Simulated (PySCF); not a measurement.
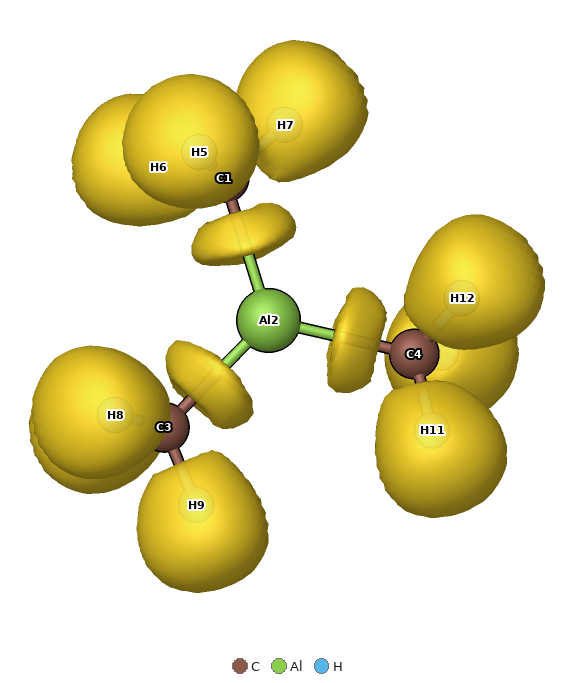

Figure. C$_{3}$H$_{9}$Al (trimethylaluminum). Isosurface of the electron localisation function at 0.8 (yellow), seen at an oblique angle. Core shells and regions of very low density are left out.

Geometry: PBE0-D3(BJ)/ma-def2-SVP.

Level of theory: DFT single point, gas phase, functional wB97X (PySCF).

```xyz
13

C    -1.3762    1.3672    0.2146
Al    0.0041   -0.0222    0.0753
C     1.8874    0.5052    0.2460
C    -0.5104   -1.8934   -0.2179
H    -1.3991    1.9757   -0.7082
H    -1.1743    2.0736    1.0380
H    -2.3914    0.9626    0.3559
H     2.1512    1.2848   -0.4905
H     2.5942   -0.3296    0.1148
H     2.0818    0.9514    1.2378
H     0.3063   -2.5115   -0.6247
H    -1.3794   -1.9875   -0.8909
H    -0.8134   -2.3566    0.7394
```

What do the ELF domains correspond to?

Answer. The surface consists of three regions between bonded Al–C atoms (shared pairs) and nine regions around hydrogen nuclei.

Values along the shortest contacts:
C–Al (1.96 Å): the ELF peaks at about 0.95 between the atoms, as expected for a polar covalent bond. C–H (1.10 Å): the ELF climbs to about 1 towards the hydrogen, as it does in any bond to H; an ordinary covalent bond to hydrogen.
